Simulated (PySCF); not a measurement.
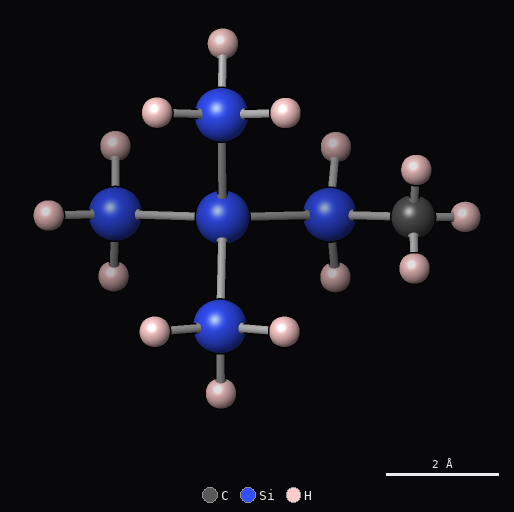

This is the input geometry for a relaxation of CH14Si5. A ball-and-stick model, seen at a tilt.

The start comes from GFN2-xTB. Its atoms were then displaced at random by about 0.01 Å.

All numbers below come from PySCF 2.14.0, density-fitted response routines, PBE0-D3(BJ)/def2-SVP geometry optimisation, gas phase.

```xyz
20

C    -2.6137    1.1240    0.3600
Si   -1.8278   -0.3668   -0.4615
Si    0.4815   -0.2896   -0.1185
Si    1.5390   -2.1454   -1.1182
Si    1.3738    1.6729   -1.0534
Si    0.9512   -0.2916    2.1899
H    -3.7015    1.1524    0.2155
H    -2.2297    2.0793   -0.0672
H    -2.4449    1.1713    1.4446
H    -2.4626   -1.5618    0.1192
H    -2.2076   -0.3488   -1.8721
H     1.2708   -2.1959   -2.5513
H     2.9317   -2.1636   -0.9514
H     0.9880   -3.4083   -0.5632
H     0.7872    2.8780   -0.4560
H     1.1377    1.7853   -2.4780
H     2.8263    1.8104   -0.8565
H     0.4325   -1.4892    2.8660
H     0.3528    0.8374    2.8909
H     2.3644   -0.2347    2.4910
```

Q: Where does the relaxation end?

A: The largest move after the best rigid fit is that of H18, 0.13 Å. By element the largest moves are H 0.13 Å, C 0.07 Å, Si 0.05 Å. Near-neighbour distances that change, for instance: Si4–H13 1.403 → 1.496 Å, Si5–H16 1.448 → 1.496 Å, Si2–H11 1.461 → 1.498 Å, Si2–H10 1.472 → 1.498 Å. Bond angles that change, for instance: Si3–Si2–H10 113.3° → 108.9°, C1–Si2–H10 107.0° → 110.4°, Si3–Si4–H13 113.9° → 110.6°. After 5 geometry steps the energy has fallen by 0.308 eV.

The structure at the end:

```xyz
20

C    -2.6129    1.1917    0.3635
Si   -1.8347   -0.3314   -0.4268
Si    0.4895   -0.3001   -0.1176
Si    1.5083   -2.1521   -1.1224
Si    1.3590    1.6688   -1.0400
Si    0.9408   -0.3155    2.1810
H    -3.7016    1.2021    0.2007
H    -2.1914    2.1139   -0.0647
H    -2.4259    1.2031    1.4482
H    -2.3884   -1.5797    0.1890
H    -2.1320   -0.3752   -1.8942
H     1.2074   -2.1704   -2.5877
H     2.9919   -2.1003   -0.9379
H     0.9917   -3.4150   -0.5092
H     0.6789    2.8592   -0.4385
H     1.1371    1.6942   -2.5194
H     2.8268    1.7753   -0.7722
H     0.4584   -1.5936    2.7910
H     0.2373    0.8239    2.8504
H     2.4086   -0.1834    2.4368
```

The end point in the same view:

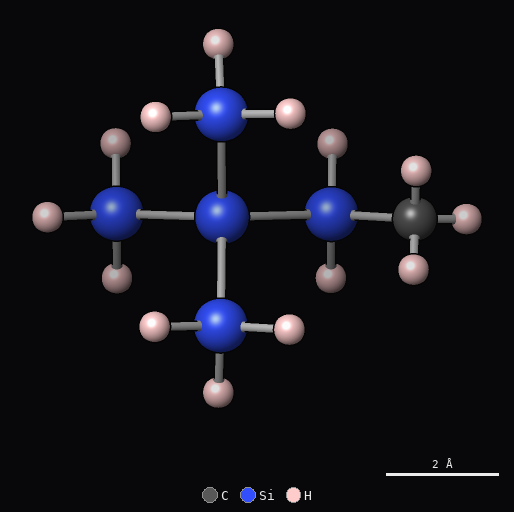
